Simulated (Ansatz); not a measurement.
# GePH (triplet): RPA-PBE over vertical spin and charge gaps, cc-pVTZ

Aim: run GePH (triplet) with these functionals over vertical spin and charge gaps, and hold them against the top wave-function level at the same points.

Computed with Ansatz 0.2.0, Gaussian basis. Level: cc-pVTZ, all electrons in the functionals, frozen cores in the correlation of double hybrids and RPA.

Plan: RPA-PBE, at charge 0, triplet; charge 0, singlet; charge 0, quintet; charge 1, doublet; charge 1, quartet.

6 further runs of the same task are left out: 6 set aside as unsound or not needed.

**1. The geometry**

The geometry is a PBE0/def2-TZVP stationary point (not a proven minimum). No spin-orbit coupling is included. The filled d shell of Ge may be among the frozen orbitals whatever the setting's name suggests; the logs give the count.

3 atoms, charge 0, spin multiplicity 3.

Atoms are counted from 1 here; the program's logs count them from 0.

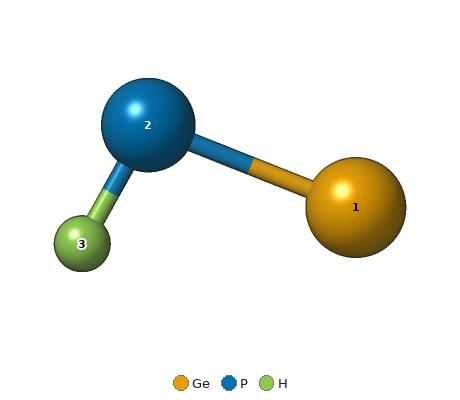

The geometry (germanium amber, phosphorus blue, hydrogen green); atoms are numbered from 1 in the order of the file.

No dispersion term is added.

The geometry shown and the zero of energy belong to the point charge 0, triplet. The yardstick, UCCSDT(Q), and other wave-function levels (R restricted, U unrestricted, valence and pair active spaces) come from earlier runs.

**2. RPA-PBE, charge 0, triplet**

Input file in.yaml:

```yaml
crystal:
  periodic: [false, false, false]
  atoms:
    - {symbol: Ge, position_ang: [0.000000, 0.017255, 0.720743]}
    - {symbol: P, position_ang: [0.000000, -0.083577, -1.629309]}
    - {symbol: H, position_ang: [0.000000, 1.324792, -1.874064]}
basis:
  gaussian: {orbitals: cc-pVTZ}
magnetization: {spin_polarized: true, initial_magnetization: 2}
hamiltonian: {xc: {name: PBE}}
correlation: {method: rpa, electrons: outside_noble_gas}
```

Run with:

```bash
$ ansatz run in.yaml --threads 1 --pin off --events-out ev --progress --plain --max-ram 4096MiB --backend cpu
```

What it wrote:

```text
Functional definition: PBE
  name "PBE"
  cite "Perdew, Burke & Ernzerhof, Phys. Rev. Lett. 77, 3865 (1996) doi:10.1103/PhysRevLett.77.3865"
  parent pbe
  parameter kappa = 0.804
  parameter beta = 0.06672455060314922
  exchange = pbe_x(kappa = kappa, mu = beta*pi^2/3)
  correlation = pbe_c(beta = beta)
558 factors; integrals over basis functions are off by at most 1.2e-3 eV
mean field evaluation 1: about -65808.5059 eV, gradient 1.4e1 eV
mean field evaluation 2: about -65808.4990 eV, gradient 1.4e1 eV
mean field evaluation 4: about -65809.0705 eV, gradient 6.5e0 eV
mean field evaluation 8: about -65809.4777 eV, gradient 1.1e-1 eV
mean field evaluation 16: about -65809.4778 eV, gradient 1.2e-5 eV
mean field evaluation 32: about -65807.8525 eV, gradient 6.9e0 eV
mean field evaluation 64: about -65809.4710 eV, gradient 2.5e-1 eV
mean field evaluation 96: about -65809.4778 eV, gradient 4.1e-2 eV
mean field evaluation 128: about -65809.4777 eV, gradient 6.7e-2 eV
mean field evaluation 160: about -65809.4777 eV, gradient 6.7e-2 eV
mean field -65809.47783848 eV, -2418.4537032980 hartree, gradient 3.5e-6 eV, S^2 2.005808; 15 other end points of the search recorded, 0 dependent functions left out
19 core orbitals not correlated: weight in the atoms' cores, before any rotation towards them, 0.999 or more for the frozen orbitals, at most 0.000 for the correlated occupied ones
reference -65760.55911617 eV, -2416.6559734115 hartree; 6, 4 occupied and 66, 68 virtual orbitals, 558 factors
Total energy: -65771.37866274 eV, -2417.0535844141 hartree
```

Run time: 18 s. Hardware: 1 thread of AMD EPYC 7R13, shared host.

From the report: ⟨S²⟩ of the determinant 2.006 (pure triplet: 2.00).

**3. RPA-PBE, charge 0, singlet**

Edit in.yaml of step 2 so:

```diff
@@ -8,3 +8,3 @@
   gaussian: {orbitals: cc-pVTZ}
-magnetization: {spin_polarized: true, initial_magnetization: 2}
+magnetization: {spin_polarized: true, initial_magnetization: 0}
 hamiltonian: {xc: {name: PBE}}
```

Launched as before.

What it wrote, shortened:

```text
Functional definition: PBE
  name "PBE"
  cite "Perdew, Burke & Ernzerhof, Phys. Rev. Lett. 77, 3865 (1996) doi:10.1103/PhysRevLett.77.3865"
  parent pbe
[...]
558 factors; integrals over basis functions are off by at most 1.2e-3 eV
[...]
mean field -65810.65085074 eV, -2418.4968107035 hartree, gradient 5.3e-6 eV, S^2 0.000000; 12 other end points of the search recorded, 0 dependent functions left out
19 core orbitals not correlated: weight in the atoms' cores, before any rotation towards them, 0.999 or more for the frozen orbitals, at most 0.000 for the correlated occupied ones
reference -65760.54676519 eV, -2416.6555195212 hartree; 5, 5 occupied and 67, 67 virtual orbitals, 558 factors
Total energy: -65772.52516991 eV, -2417.0957177756 hartree
```

Run time: 12 s. Hardware: 1 thread of AMD EPYC 7R13, shared host.

From the report: ⟨S²⟩ of the determinant 0.000 (pure singlet: 0.00).

From charge 0, triplet: -26.4 kcal/mol.

**4. RPA-PBE, charge 0, quintet**

Edit in.yaml of step 3 so:

```diff
@@ -8,3 +8,3 @@
   gaussian: {orbitals: cc-pVTZ}
-magnetization: {spin_polarized: true, initial_magnetization: 0}
+magnetization: {spin_polarized: true, initial_magnetization: 4}
 hamiltonian: {xc: {name: PBE}}
```

Same command.

What it wrote, shortened:

```text
Functional definition: PBE
  name "PBE"
  cite "Perdew, Burke & Ernzerhof, Phys. Rev. Lett. 77, 3865 (1996) doi:10.1103/PhysRevLett.77.3865"
  parent pbe
[...]
559 factors; integrals over basis functions are off by at most 1.2e-3 eV
[...]
mean field -65807.58907461 eV, -2418.3842925059 hartree, gradient 2.4e-6 eV, S^2 6.005860; 0 other end points of the search recorded, 0 dependent functions left out
19 core orbitals not correlated: weight in the atoms' cores, before any rotation towards them, 0.998 or more for the frozen orbitals, at most 0.001 for the correlated occupied ones
reference -65759.51612530 eV, -2416.6176442039 hartree; 7, 3 occupied and 65, 69 virtual orbitals, 559 factors
Total energy: -65769.52024322 eV, -2416.9852887563 hartree
```

Wall time 2.2 s (1 thread of AMD EPYC 7R13, shared host).

From the report: ⟨S²⟩ of the determinant 6.006 (pure quintet: 6.00).

From charge 0, triplet: +42.9 kcal/mol.

**5. RPA-PBE, charge 1, doublet**

Edit in.yaml of step 4 so:

```diff
@@ -8,3 +8,4 @@
   gaussian: {orbitals: cc-pVTZ}
-magnetization: {spin_polarized: true, initial_magnetization: 4}
+total_charge: 1
+magnetization: {spin_polarized: true, initial_magnetization: 1}
 hamiltonian: {xc: {name: PBE}}
```

Launched as before.

What it wrote, shortened:

```text
Functional definition: PBE
  name "PBE"
  cite "Perdew, Burke & Ernzerhof, Phys. Rev. Lett. 77, 3865 (1996) doi:10.1103/PhysRevLett.77.3865"
  parent pbe
[...]
558 factors; integrals over basis functions are off by at most 1.2e-3 eV
[...]
mean field -65802.29724949 eV, -2418.1898215197 hartree, gradient 2.5e-6 eV, S^2 0.753826; 10 other end points of the search recorded, 0 dependent functions left out
19 core orbitals not correlated: weight in the atoms' cores, before any rotation towards them, 0.999 or more for the frozen orbitals, at most 0.000 for the correlated occupied ones
reference -65753.58293704 eV, -2416.3996035568 hartree; 5, 4 occupied and 67, 68 virtual orbitals, 558 factors
Total energy: -65763.98766807 eV, -2416.7819703698 hartree
```

Run time: 12 s. Hardware: 1 thread of AMD EPYC 7R13, shared host.

From the report: ⟨S²⟩ of the determinant 0.754 (pure doublet: 0.75).

From charge 0, triplet: +170.4 kcal/mol.

**6. RPA-PBE, charge 1, quartet**

Edit in.yaml of step 5 so:

```diff
@@ -9,3 +9,3 @@
 total_charge: 1
-magnetization: {spin_polarized: true, initial_magnetization: 1}
+magnetization: {spin_polarized: true, initial_magnetization: 3}
 hamiltonian: {xc: {name: PBE}}
```

The command is unchanged.

What it wrote, shortened:

```text
Functional definition: PBE
  name "PBE"
  cite "Perdew, Burke & Ernzerhof, Phys. Rev. Lett. 77, 3865 (1996) doi:10.1103/PhysRevLett.77.3865"
  parent pbe
[...]
558 factors; integrals over basis functions are off by at most 1.2e-3 eV
[...]
mean field -65800.72213091 eV, -2418.1319369797 hartree, gradient 1.9e-6 eV, S^2 3.755319; 6 other end points of the search recorded, 0 dependent functions left out
19 core orbitals not correlated: weight in the atoms' cores, before any rotation towards them, 0.999 or more for the frozen orbitals, at most 0.001 for the correlated occupied ones
reference -65752.83423279 eV, -2416.3720891834 hartree; 6, 3 occupied and 66, 69 virtual orbitals, 558 factors
Total energy: -65762.45621796 eV, -2416.7256906164 hartree
```

Wall time 6 s (1 thread of AMD EPYC 7R13, shared host).

From the report: ⟨S²⟩ of the determinant 3.755 (pure quartet: 3.75).

From charge 0, triplet: +205.8 kcal/mol.

**7. Against the wave-function levels**

The yardstick is UCCSDT(Q), where the cluster series has nearly closed. It comes from earlier runs at the same points. Energies in kcal/mol, counted from charge 0, triplet; blanks weren't run or aren't comparable.

```
    level  triplet to singlet  triplet to quintet  ionisation to the doublet cation  ionisation to the quartet cation
UCCSDT(Q)                                    39.5                             165.5                             199.8
  RPA-PBE               -26.4                42.9                             170.4                             205.8
```

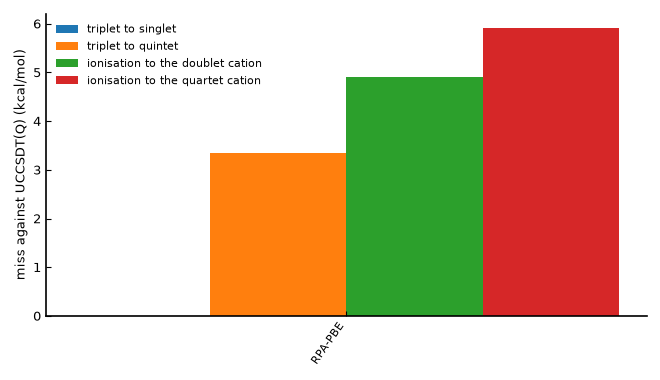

Misses of the gaps against UCCSDT(Q).

Largest miss and mean time a point (UCCSDT(Q) took 19 s a point; shared hosts):

```csv
level,largest miss (kcal/mol),where,time a point
RPA-PBE,+5.9,ionisation to the quartet cation,9.9 s
```

**8. What came out**

| quantity | value |
| --- | --- |
| triplet to quintet, UCCSDT(Q) | 39.5 kcal/mol |
| ionisation to the doublet cation, UCCSDT(Q) | 165.5 kcal/mol |
| ionisation to the quartet cation, UCCSDT(Q) | 199.8 kcal/mol |
| largest miss, RPA-PBE | +5.9 kcal/mol (ionisation to the quartet cation) |

In words: Misses are known at 3 of 4 points at best, and only functionals with that many are ranked. RPA-PBE strays by up to 5.9 kcal/mol, at ionisation to the quartet cation. Functionals and the yardstick converge differently with the basis, so part of each miss in cc-pVTZ is the basis.
